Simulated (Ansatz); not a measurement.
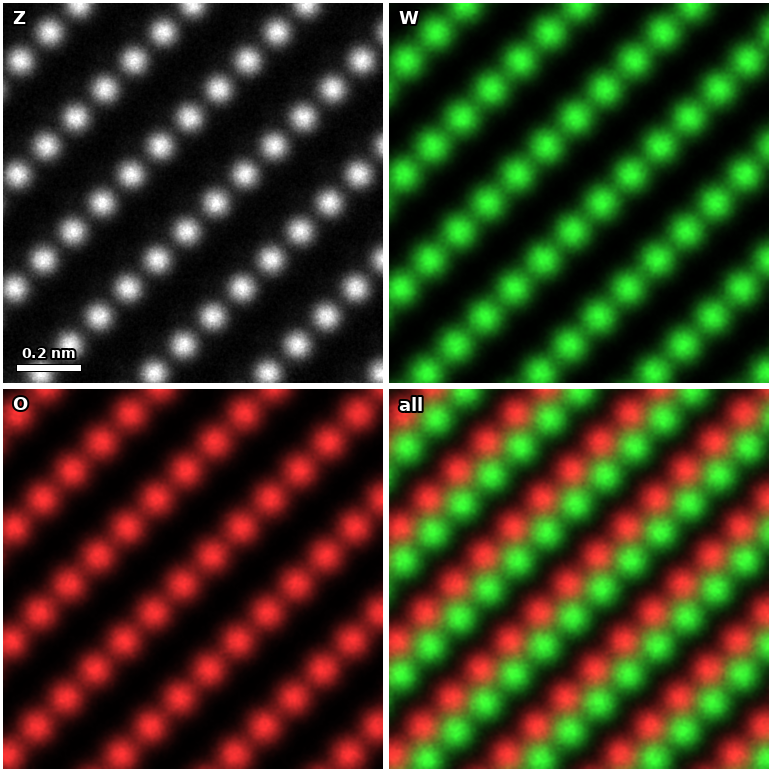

A crystal along [102]. Panel Z: Simulated incoherent Z contrast: every atom adds Z^1.6 spread by a probe of 0.66 Å full width; channelling and multiple scattering are left out. The probe carries 25 % of its weight in a tail 2.5 times as wide. Shot noise was added. The other panels are simulated element maps (the number of atoms of one element along the beam, blurred by 0.9 Å, with counting noise; each on its own scale, no channelling); the last overlays them.

Which columns does each element occupy?

The projected cell (1.29 × 2.51 Å, 90°) holds 2 columns: 1 of W and 1 of O. No column is shared by two of the mapped elements. The brightest columns of the Z-contrast image hold W.

The crystal is WO (P-6m2, No. 187). Atomic positions: the end point of a relaxation (final pressure about 25 GPa) with Ansatz 0.2.0, DFT, PAW plane waves, r2scan; the starting structure was generated, so it need not be a known form of this composition.
